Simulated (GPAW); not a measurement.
# The basis that the transmission of a carbon nanotube (4, 4); one C replaced by Si needs, part 2 of 2

How well does a carbon nanotube (4, 4); one C replaced by Si conduct at low bias, and how far do basis and functional move the answer?

GPAW 26.7.0; GPAW LCAO, PAW setups; Landauer transmission from Green's functions with principal layers (ASE), zero bias.

So far, transmission at the Fermi level (one spin): step 2 (single-zeta polarised basis) 1.96; step 3 (basis sz(dzp)) 1.97.

## (4) revPBE in the szp basis: xc = "revPBE"

Back in the szp basis, the functional changes from PBE to revPBE, to set the spread between functionals beside that between bases.

Contents of run.py:

```python
import json
import numpy as np
from ase import Atoms
from ase.transport.calculators import TransportCalculator
from gpaw import GPAW, FermiDirac
from gpaw.lcao.tools import get_lcao_hamiltonian
from scipy.linalg import eigh

# The junction with lead layers at both ends, along the third cell vector
device = Atoms(
    ['C', 'C', 'C', 'C', 'C', 'C', 'C', 'C', 'C', 'C', 'C', 'C', 'C', 'C', 'C', 'C', 'C', 'C', 'C', 'C', 'C', 'C', 'C', 'C', 'C', 'C', 'C', 'C', 'C', 'C', 'C', 'C', 'C', 'C', 'C', 'C', 'C', 'C', 'C', 'C', 'C', 'C', 'C', 'C', 'C', 'C', 'C', 'C', 'C', 'C', 'C', 'C', 'C', 'C', 'C', 'C', 'C', 'C', 'C', 'C', 'C', 'C', 'C', 'C', 'C', 'C', 'C', 'C', 'C', 'C', 'C', 'C', 'C', 'C', 'C', 'C', 'C', 'C', 'C', 'C', 'C', 'C', 'C', 'C', 'C', 'C', 'C', 'C', 'C', 'C', 'C', 'C', 'C', 'C', 'C', 'C', 'Si', 'C', 'C', 'C', 'C', 'C', 'C', 'C', 'C', 'C', 'C', 'C', 'C', 'C', 'C', 'C', 'C', 'C', 'C', 'C', 'C', 'C', 'C', 'C', 'C', 'C', 'C', 'C', 'C', 'C', 'C', 'C', 'C', 'C', 'C', 'C', 'C', 'C', 'C', 'C', 'C', 'C', 'C', 'C', 'C', 'C', 'C', 'C', 'C', 'C', 'C', 'C', 'C', 'C', 'C', 'C', 'C', 'C', 'C', 'C', 'C', 'C', 'C', 'C', 'C', 'C', 'C', 'C', 'C', 'C', 'C', 'C', 'C', 'C', 'C', 'C', 'C', 'C', 'C', 'C', 'C', 'C', 'C', 'C', 'C', 'C', 'C', 'C', 'C', 'C', 'C', 'C', 'C', 'C', 'C', 'C'],
    positions=[
        [4.00000, 6.71200, 0.61488],
        [4.36334, 5.35600, 0.61488],
        [5.35600, 9.06066, 0.61488],
        [6.71200, 9.42400, 0.61488],
        [6.71200, 4.00000, 0.61488],
        [8.06800, 4.36334, 0.61488],
        [9.06066, 8.06800, 0.61488],
        [9.42400, 6.71200, 0.61488],
        [4.09241, 7.41392, 1.84463],
        [4.79433, 8.62967, 1.84463],
        [4.79433, 4.79433, 1.84463],
        [6.01008, 4.09241, 1.84463],
        [7.41392, 9.33159, 1.84463],
        [8.62967, 8.62967, 1.84463],
        [8.62967, 4.79433, 1.84463],
        [9.33159, 6.01008, 1.84463],
        [4.00000, 6.71200, 3.07439],
        [4.36334, 5.35600, 3.07439],
        [5.35600, 9.06066, 3.07439],
        [6.71200, 9.42400, 3.07439],
        [6.71200, 4.00000, 3.07439],
        [8.06800, 4.36334, 3.07439],
        [9.06066, 8.06800, 3.07439],
        [9.42400, 6.71200, 3.07439],
        [4.09241, 7.41392, 4.30415],
        [4.79433, 8.62967, 4.30415],
        [4.79433, 4.79433, 4.30415],
        [6.01008, 4.09241, 4.30415],
        [7.41392, 9.33159, 4.30415],
        [8.62967, 8.62967, 4.30415],
[... 156 atom lines left out ...]
        [4.79433, 4.79433, 28.89927],
        [6.01008, 4.09241, 28.89927],
        [7.41392, 9.33159, 28.89927],
        [8.62967, 8.62967, 28.89927],
        [8.62967, 4.79433, 28.89927],
        [9.33159, 6.01008, 28.89927]],
    cell=[[13.424, 0.0, 0.0], [0.0, 13.424, 0.0], [0.0, 0.0, 29.51415]],
    pbc=True)

# One principal layer of the lead: the first 48 atoms of the device
lead = Atoms(
    ['C', 'C', 'C', 'C', 'C', 'C', 'C', 'C', 'C', 'C', 'C', 'C', 'C', 'C', 'C', 'C', 'C', 'C', 'C', 'C', 'C', 'C', 'C', 'C', 'C', 'C', 'C', 'C', 'C', 'C', 'C', 'C', 'C', 'C', 'C', 'C', 'C', 'C', 'C', 'C', 'C', 'C', 'C', 'C', 'C', 'C', 'C', 'C'],
    positions=[
        [4.00000, 6.71200, 0.61488],
        [4.36334, 5.35600, 0.61488],
        [5.35600, 9.06066, 0.61488],
        [6.71200, 9.42400, 0.61488],
        [6.71200, 4.00000, 0.61488],
        [8.06800, 4.36334, 0.61488],
        [9.06066, 8.06800, 0.61488],
        [9.42400, 6.71200, 0.61488],
        [4.09241, 7.41392, 1.84463],
        [4.79433, 8.62967, 1.84463],
        [4.79433, 4.79433, 1.84463],
        [6.01008, 4.09241, 1.84463],
        [7.41392, 9.33159, 1.84463],
        [8.62967, 8.62967, 1.84463],
        [8.62967, 4.79433, 1.84463],
        [9.33159, 6.01008, 1.84463],
        [4.00000, 6.71200, 3.07439],
        [4.36334, 5.35600, 3.07439],
        [5.35600, 9.06066, 3.07439],
        [6.71200, 9.42400, 3.07439],
        [6.71200, 4.00000, 3.07439],
        [8.06800, 4.36334, 3.07439],
        [9.06066, 8.06800, 3.07439],
        [9.42400, 6.71200, 3.07439],
        [4.09241, 7.41392, 4.30415],
        [4.79433, 8.62967, 4.30415],
        [4.79433, 4.79433, 4.30415],
        [6.01008, 4.09241, 4.30415],
        [7.41392, 9.33159, 4.30415],
        [8.62967, 8.62967, 4.30415],
        [8.62967, 4.79433, 4.30415],
        [9.33159, 6.01008, 4.30415],
        [4.00000, 6.71200, 5.53390],
        [4.36334, 5.35600, 5.53390],
        [5.35600, 9.06066, 5.53390],
        [6.71200, 9.42400, 5.53390],
        [6.71200, 4.00000, 5.53390],
        [8.06800, 4.36334, 5.53390],
        [9.06066, 8.06800, 5.53390],
        [9.42400, 6.71200, 5.53390],
        [4.09241, 7.41392, 6.76366],
        [4.79433, 8.62967, 6.76366],
        [4.79433, 4.79433, 6.76366],
        [6.01008, 4.09241, 6.76366],
        [7.41392, 9.33159, 6.76366],
        [8.62967, 8.62967, 6.76366],
        [8.62967, 4.79433, 6.76366],
        [9.33159, 6.01008, 6.76366]],
    cell=[[13.424, 0.0, 0.0], [0.0, 13.424, 0.0], [0.0, 0.0, 7.37854]],
    pbc=True)

settings = dict(mode='lcao', basis='szp(dzp)', xc='revPBE', h=0.2,
                occupations=FermiDirac(0.1), maxiter=250,
                mixer=dict(beta=0.1, nmaxold=8, weight=100.0),
                convergence=dict(density=0.0001))
energies = np.arange(-2, 2 + 1e-9, 0.05)
eta = 0.0001
n1, n2 = 1, 1
# k and -k transmit alike, so half of the mesh across the current serves
mesh = [(i, j) for i in range(n1) for j in range(n2) if (i, j) <= (-i % n1, -j % n2)]
weights = np.array([1 if (i, j) == (-i % n1, -j % n2) else 2 for i, j in mesh]) / (n1 * n2)

# [... helper functions left out ...]
fermi_lead = ground_state(lead, (1, 1, 15), 'lead.txt')
fermi_device = ground_state(device, (1, 1, 3), 'device.txt')
# [... loop over the mesh left out, but for ...]
        # Shift the lead onto the potential of the device's first layer
        shift = ((H[:, 0, 0] - H0[:, 0, 0]) / S0[0, 0]).real.mean()
# [...]
kT = 8.617333e-5 * 200
bias = [0.1, 0.2, 0.5, 1.0, 1.5, 2.0]
# [... integrals and printing left out ...]
```

The run is started by

```console
> OMP_NUM_THREADS=1 OPENBLAS_NUM_THREADS=1 python run.py
```

The program printed:

```text
basis functions: device 1728, principal layer 432
Fermi level: lead -2.4795 eV, device -2.4382 eV; lead shifted by 0.0010 eV
largest coupling past the next layer 3.80e-15 eV, largest misfit of the first layer 0.013 eV
  E-E_F (eV)   T (one spin)  [channel counts left out]
    -2.000    4.6633e+00
    -1.950    4.6376e+00
    -1.900    4.5916e+00
[...]
1.950    6.3279e+00
     2.000    6.3418e+00
conductance at 200 K: 1.955 G0 a cell; thermopower -0.01962 uV/K
current from the zero-bias T(E) at 0.1 V: 15.148 uA
current from the zero-bias T(E) at 0.2 V: 30.294 uA
current from the zero-bias T(E) at 0.5 V: 75.711 uA
current from the zero-bias T(E) at 1.0 V: 151.26 uA
current from the zero-bias T(E) at 1.5 V: 226.56 uA
current from the zero-bias T(E) at 2.0 V: 307.89 uA
```

Run time: 42 min. Hardware: 1 thread of Intel Xeon Platinum 8259CL at 2.50GHz (Skylake/Cascade Lake), shared host; peak memory 3.5 GiB.

Numbers from this step:

* conductance: 1.955 G₀
* largest coupling past the next principal layer: 3.80e-15 eV
* largest misfit of the first principal layer: 0.01260 eV
* shift that aligns the lead: 9.77e-4 eV
* basis functions of the junction: 1728
* basis functions of a principal layer: 432
* transmission at the Fermi level (one spin): 1.955

One spin. Table of transmission, zone mean by energy, zero at the Fermi level:

```tsv
energy (eV)	transmission, zone mean
-2.0000	4.66
-1.7500	0.563
-1.5000	1.71
-1.2500	1.88
-1.0000	1.92
-0.7500	1.93
-0.5000	1.94
-0.2500	1.95
0.0000	1.95
0.2500	1.95
0.5000	1.95
0.7500	1.95
1.0000	3.44
1.2500	6.84
1.3500	6.94
1.5000	6.72
1.7500	6.21
2.0000	6.34
```

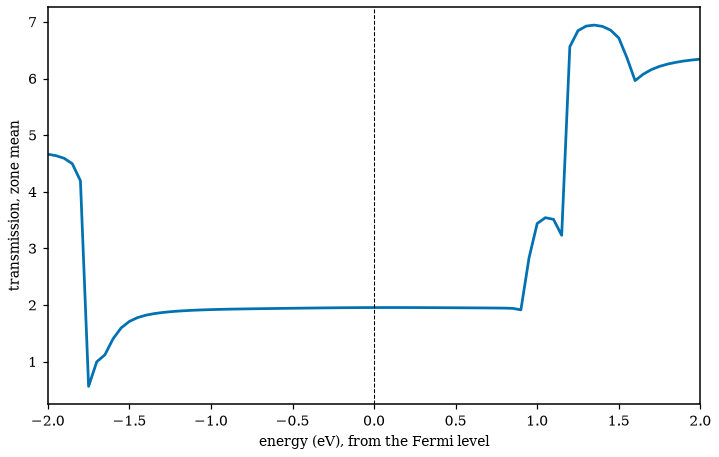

Transmission, zone mean, plotted against energy.

The conductance equals that of the szp run to 0.2 %.

## (5) All levels side by side

Times are for 1 thread of Intel Xeon Platinum 8259CL at 2.50GHz (Skylake/Cascade Lake), shared host. The series side by side:

```tsv
no.	run	conductance (G₀)	time	memory (GiB)
1	szp	1.956	44 min	3.5
2	sz	1.972	8.4 min	2.3
3	szp revPBE	1.955	42 min	3.5
```

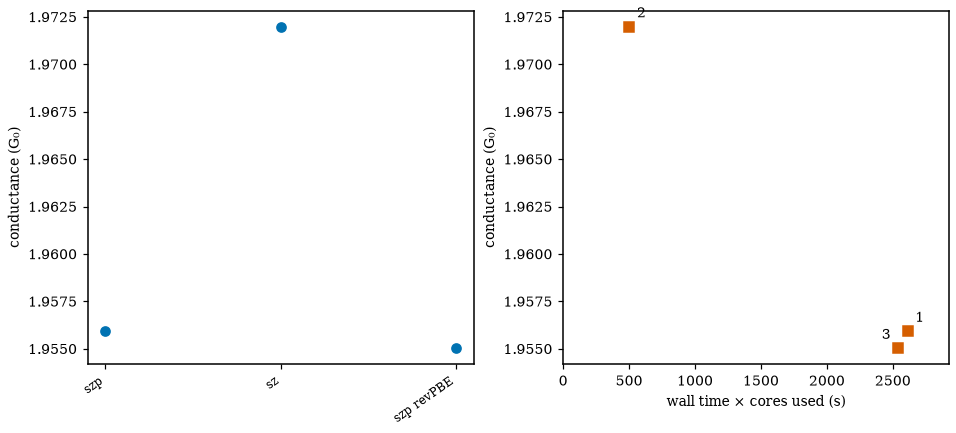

The series as plots; the last panel sets the first result against cost, with the runs numbered as in the table.

## (6) Comparison

The curves are compared point by point over the common energies.

This step: comparison of transmission and cost over codes and levels (GPAW 26.7.0).

Ladder, by row:

```tsv
step	code	T at the Fermi level (sum over the listed spins)	conductance (G0)	r.m.s. T(E) from the first	wall time (s)	peak memory (GiB)	threads
szp	GPAW	1.956	1.956	0	2612	3.54	1
sz	GPAW	1.972	1.972	1.166	501.7	2.3	1
szp-revPBE	GPAW	1.955	1.955	0.08742	2542	3.54	1
```

Transmission, zone mean, sum over the listed spins against energy, zero at the Fermi level:

```tsv
energy (eV)	szp	sz	szp-revPBE
-2.0000	4.67	4.77	4.66
-1.7500	0.998	1.09	0.563
-1.5000	1.70	1.93	1.71
-1.2500	1.88	1.95	1.88
-1.0000	1.92	1.96	1.92
-0.7500	1.93	1.96	1.93
-0.5000	1.94	1.97	1.94
-0.2500	1.95	1.97	1.95
0.0000	1.96	1.97	1.95
0.2500	1.96	1.97	1.95
0.5000	1.95	1.97	1.95
0.7500	1.95	1.97	1.95
1.0000	3.41	1.96	3.44
1.2500	6.86	1.96	6.84
1.3500	6.94	1.93	6.94
1.5000	6.69	7.08	6.72
1.5500	6.27	7.10	6.37
1.7500	6.23	6.16	6.21
2.0000	6.35	6.48	6.34
```

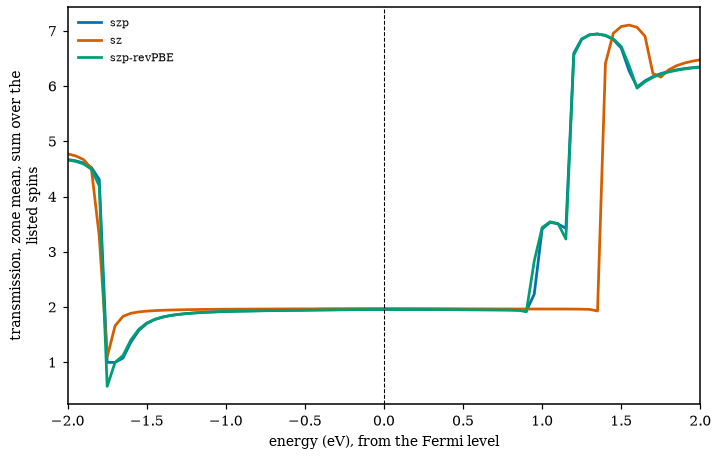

Transmission, zone mean, sum over the listed spins against energy.

## (7) Summary of results

| Item | Value |
| --- | --- |
| conductance | 1.96 G₀ |
| transmission at the Fermi level, mean of the spins | 1.96 |
| thermopower | about 0 (under 1.5 μV/K) |

In words: In the szp basis the junction conducts 1.96 G₀ at 200 K, with T = 1.96 a spin at the Fermi level; the sz basis reaches that conductance within 10 %. At the Fermi level two eigenchannels carry the current (1.00 and 0.96). Measured against the first run (szp), the nearest curve is that of szp-revPBE (r.m.s. 0.087) and the farthest that of sz (1.2). Over the compared runs wall time goes from 502 s (sz) to 2612 s (szp), on a shared host. The geometry was built from estimated bond lengths and not relaxed, so the numbers describe this model structure. The currents use the zero-bias T(E) throughout, which holds only while the bias is small against the distance to the nearest feature. The energy step is wider than the thermal energy, so the conductance and thermopower rest on interpolation of T(E).

[Logs are printed without paths, hosts, clocks, repeated set-up lines and the standing remarks that a program may print on its own settings, such as how far it seeks lower states.]

[Hosts, paths, dates, database ids (printed as entryN), source tags and the programs' standing remarks are cut or masked in the printed files.]
